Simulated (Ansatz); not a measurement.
# triplet H3O+ at 6 levels

Wanted: a comparison of 6 runs (UHF/3-21G, UBHLYP/3-21G, RPA@PBE/3-21G, UCCSDTQ/3-21G, UCCSDTQ/6-31G, FCI/6-31G) of triplet H3O+. 

The results are computed with Ansatz 0.2.0.

**1. The molecule**

H3O+: 4 atoms, total charge +1, spin state triplet. As SMILES of the parent species, `[OH3+]`. The shape is that of a GFN2-xTB optimisation. That shape belongs to the parent species and isn't relaxed for this state.

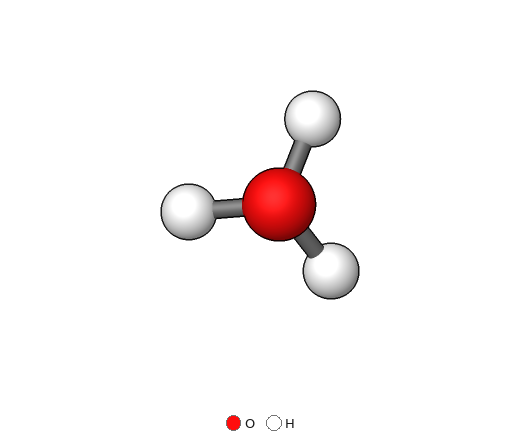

Viewed from a chosen angle; oxygen red, hydrogen white.

**2. A single-point energy at UHF/3-21G (run 1)**

in.yaml

```yaml
crystal:
  periodic: [false, false, false]
  atoms:
    - {symbol: O, position_ang: [0.196050, -0.061020, -0.056900]}
    - {symbol: H, position_ang: [0.214230, 0.919440, 0.016470]}
    - {symbol: H, position_ang: [-0.413410, -0.366620, -0.765680]}
    - {symbol: H, position_ang: [0.003130, -0.491800, 0.806120]}
basis:
  gaussian: {orbitals: 3-21G.json}
total_charge: 1
magnetization: {spin_polarized: true, initial_magnetization: 2}
hamiltonian: {xc: hf}
accuracy: high
```

The basis set 3-21G is read from a file made from the Basis Set Exchange's data (not shown).

Started as:

```
$ ansatz run in.yaml --threads 1 --pin off --max-ram 2610MiB --events-out events.jsonl --progress --plain --runs-dir runs
```

Log:

```text
Warning: RAYON_NUM_THREADS=1 ignored (pool sized by the plan → 1); use --threads N
Functional definition: HF
  name "HF"
  exchange = exact_x
  correlation = 0
233 factors; integrals over basis functions are off by at most 3.4e-9 eV
mean field evaluation 1: about -2053.4105 eV, gradient 1.5e1 eV
mean field evaluation 2: about -2053.4134 eV, gradient 1.5e1 eV
mean field evaluation 4: about -2054.1524 eV, gradient 7.9e-1 eV
mean field evaluation 8: about -2054.1579 eV, gradient 1.3e-3 eV
mean field -2054.15787122 eV, -75.4889094092 hartree, gradient 3.0e-8 eV, S^2 2.001318; 0 other end points of the search recorded, 0 dependent functions left out
reference -2054.15787122 eV, -75.4889094092 hartree; 6, 4 occupied and 9, 11 virtual orbitals, 233 factors
Total energy: -2054.15787122 eV, -75.4889094092 hartree
```

Run time: 0.04 s. Hardware: 1 thread of AMD EPYC 9R45 (Zen 5), shared host.

**3. A single-point energy at UBHLYP/3-21G (run 2)**

molecule.yaml

```yaml
crystal:
  periodic: [false, false, false]
  atoms:
    - {symbol: O, position_ang: [0.196050, -0.061020, -0.056900]}
    - {symbol: H, position_ang: [0.214230, 0.919440, 0.016470]}
    - {symbol: H, position_ang: [-0.413410, -0.366620, -0.765680]}
    - {symbol: H, position_ang: [0.003130, -0.491800, 0.806120]}
basis:
  gaussian: {orbitals: 3-21G.json}
total_charge: 1
magnetization: {spin_polarized: true, initial_magnetization: 2}
hamiltonian: {xc: {name: BHLYP}}
accuracy: high
```

The basis set 3-21G is read from a file made from the Basis Set Exchange's data (not shown).

Started as:

```
$ ansatz run molecule.yaml --threads 1 --pin off --max-ram 2610MiB --events-out events.jsonl --progress --plain --runs-dir runs
```

Log:

```text
Warning: RAYON_NUM_THREADS=1 ignored (pool sized by the plan → 1); use --threads N
Functional definition: BHLYP
  name "BHLYP"
  parameter a = 0.5
  exchange = (1 - a)*b88_x + a*exact_x
  correlation = lyp_c
233 factors; integrals over basis functions are off by at most 3.4e-9 eV
mean field evaluation 1: about -2061.4868 eV, gradient 2.6e1 eV
mean field evaluation 2: about -2062.4181 eV, gradient 1.9e1 eV
mean field evaluation 4: about -2063.4949 eV, gradient 3.8e-1 eV
mean field evaluation 8: about -2063.4929 eV, gradient 2.2e-3 eV
mean field evaluation 16: about -2063.4929 eV, gradient 1.2e-6 eV
mean field -2063.49285710 eV, -75.8319638127 hartree, gradient 6.5e-9 eV, S^2 2.000498; 0 other end points of the search recorded, 0 dependent functions left out
reference -2063.49287052 eV, -75.8319643057 hartree; 6, 4 occupied and 9, 11 virtual orbitals, 233 factors
Total energy: -2063.49287052 eV, -75.8319643057 hartree
```

It took 0.32 s on 1 thread of AMD EPYC 9R45 (Zen 5), shared host.

Run 3 isn't shown in full; the table further down has it.

**4. The energy at UCCSDTQ/3-21G (run 4)**

in.yaml

```yaml
basis:
  gaussian: {orbitals: 3-21G.json}
crystal:
  periodic: [false, false, false]
  atoms:
    - symbol: O
      position_ang: [0.196050, -0.061020, -0.056900]
    - symbol: H
      position_ang: [0.214230, 0.919440, 0.016470]
    - symbol: H
      position_ang: [-0.413410, -0.366620, -0.765680]
    - symbol: H
      position_ang: [0.003130, -0.491800, 0.806120]
total_charge: 1
magnetization: {spin_polarized: true, initial_magnetization: 2}
correlation: {method: ccsdtq, frozen_orbitals: {H: 0, O: 1}}
accuracy: high
scf: {omitted_lower_state_checks: [cluster_reference, increment]}
```

The basis set 3-21G is read from a file made from the Basis Set Exchange's data (not shown).

Started as:

```
$ ansatz run in.yaml --threads 1 --pin off --max-ram 2610MiB --events-out events.jsonl --progress --plain --runs-dir runs
```

Log:

```text
Warning: RAYON_NUM_THREADS=1 ignored (pool sized by the plan → 1); use --threads N
[... 4 set-up lines as earlier in the session ...]
these checks for a lower state are left out or cut short: cluster_reference, increment
233 factors; integrals over basis functions are off by at most 3.4e-9 eV
mean field evaluation 1: about -2053.4105 eV, gradient 1.5e1 eV
mean field evaluation 2: about -2053.4134 eV, gradient 1.5e1 eV
mean field evaluation 4: about -2054.1524 eV, gradient 7.9e-1 eV
mean field evaluation 8: about -2054.1579 eV, gradient 1.3e-3 eV
mean field -2054.15787122 eV, -75.4889094092 hartree, gradient 3.0e-8 eV, S^2 2.001318; 0 other end points of the search recorded, 0 dependent functions left out
1 core orbitals not correlated: weight in the atoms' cores, before any rotation towards them, 1.000 or more for the frozen orbitals, at most 0.000 for the correlated occupied ones
reference -2054.15787122 eV, -75.4889094092 hartree; 5, 3 occupied and 9, 11 virtual orbitals, 233 factors
second order -2.85181996 eV of doubles, -0.00000000 eV of singles
cycle   1  -3.07145112 eV  change   -2.2e-1 eV  update   3.8e-2
cycle   2  -3.23969608 eV  change   -1.7e-1 eV  update   1.6e-2
cycle   3  -3.25193825 eV  change   -1.2e-2 eV  update   6.0e-3
cycle   4  -3.25340901 eV  change   -1.5e-3 eV  update   3.6e-3
cycle   5  -3.25734593 eV  change   -3.9e-3 eV  update   1.9e-3
cycle   6  -3.25723580 eV  change    1.1e-4 eV  update   1.0e-3
cycle   7  -3.25739231 eV  change   -1.6e-4 eV  update   4.9e-4
cycle   8  -3.25743914 eV  change   -4.7e-5 eV  update   1.6e-4
cycle   9  -3.25740103 eV  change    3.8e-5 eV  update   5.8e-5
cycle  10  -3.25739292 eV  change    8.1e-6 eV  update   1.7e-5
cycle  11  -3.25738328 eV  change    9.6e-6 eV  update   5.4e-6
cycle  12  -3.25738362 eV  change   -3.4e-7 eV  update   1.4e-6
cycle  13  -3.25738231 eV  change    1.3e-6 eV  update   5.4e-7
cycle  14  -3.25738217 eV  change    1.4e-7 eV  update   1.8e-7
cycle  15  -3.25738223 eV  change   -5.9e-8 eV  update   8.9e-8
cycle  16  -3.25738226 eV  change   -3.9e-8 eV  update   5.3e-8
cycle  17  -3.25738224 eV  change    2.1e-8 eV  update   2.8e-8
cycle  18  -3.25738224 eV  change    1.1e-9 eV  update   1.4e-8
cycle  19  -3.25738225 eV  change   -2.8e-9 eV  update   9.0e-9
cycle  20  -3.25738225 eV  change   -1.4e-9 eV  update   4.8e-9
cycle  21  -3.25738225 eV  change   -2.1e-9 eV  update   2.8e-9
cycle  22  -3.25738225 eV  change   -2.0e-9 eV  update   1.5e-9
cycle  23  -3.25738225 eV  change  -1.3e-10 eV  update  7.3e-10
Total energy: -2057.41525347 eV, -75.6086159990 hartree
Checks for a lower state left out: cluster_reference, increment
```

Run time: 5.4 s. Hardware: 1 thread of AMD EPYC 9R45 (Zen 5), shared host; peak memory 0.14 GiB.

Run 5 isn't shown in full; the table further down has it.

**5. A single-point energy at FCI/6-31G (run 6)**

run.yaml

```yaml
crystal:
  periodic: [false, false, false]
  atoms:
    - symbol: O
      position_ang: [0.196050, -0.061020, -0.056900]
    - symbol: H
      position_ang: [0.214230, 0.919440, 0.016470]
    - symbol: H
      position_ang: [-0.413410, -0.366620, -0.765680]
    - symbol: H
      position_ang: [0.003130, -0.491800, 0.806120]
basis:
  gaussian:
    orbitals: 6-31G
total_charge: 1
magnetization:
  spin_polarized: true
  initial_magnetization: 2
correlation:
  method: fci
  frozen_orbitals: {H: 0, O: 1}
accuracy: high
```

Started as:

```
$ ansatz run run.yaml --threads 1 --pin off --max-ram 2610MiB --events-out events.jsonl --progress --plain --runs-dir runs
```

Log:

```text
Warning: RAYON_NUM_THREADS=1 ignored (pool sized by the plan → 1); use --threads N
[... 4 set-up lines as earlier in the session ...]
283 factors; integrals over basis functions are off by at most 2.8e-9 eV
mean field evaluation 1: about -2063.7550 eV, gradient 1.7e1 eV
mean field evaluation 2: about -2063.7734 eV, gradient 1.7e1 eV
mean field evaluation 4: about -2064.8693 eV, gradient 8.9e-1 eV
mean field evaluation 8: about -2064.8754 eV, gradient 1.6e-3 eV
mean field -2064.87541998 eV, -75.8827720616 hartree, gradient 1.8e-8 eV, S^2 2.001588; 0 other end points of the search recorded, 0 dependent functions left out
mean field evaluation 16: about -2064.8345 eV, gradient 2.2e-1 eV
1 core orbitals not correlated: weight in the atoms' cores, before any rotation towards them, 1.000 or more for the frozen orbitals, at most 0.000 for the correlated occupied ones
reference -2064.83451960 eV, -75.8812690004 hartree; 5, 3 occupied and 9, 11 virtual orbitals, 283 factors
state -2068.05916309 eV, -75.9997724628 hartree
Total energy: -2068.05916309 eV, -75.9997724628 hartree
```

It took 1.5 s on 1 thread of AMD EPYC 9R45 (Zen 5), shared host; peak memory 0.16 GiB.

**6. The series**

```csv
run,level,frozen core orbitals,energy (Eh),⟨S²⟩,wall time
1,UHF/3-21G,–,-75.488909,2.001,0.04 s
2,UBHLYP/3-21G,–,-75.831964,2.000,0.32 s
3,RPA@PBE/3-21G,1,-75.680252,2.000,0.32 s
4,UCCSDTQ/3-21G,1,-75.608616,2.001,5.4 s
5,UCCSDTQ/6-31G,1,-75.999773,2.002,6 s
6,FCI/6-31G,1,-75.999772,–,1.5 s
```

**7. Results**

| quantity | value |
| --- | --- |
| run 6: total energy | -75.99977 Eh |
| run 6: correlation energy (1 core orbital frozen) | -118.5 mEh |

**Reading.** Against full CI in this basis: UCCSDTQ -0.0 mEh. All runs together took 14 s, the longest 6 s.
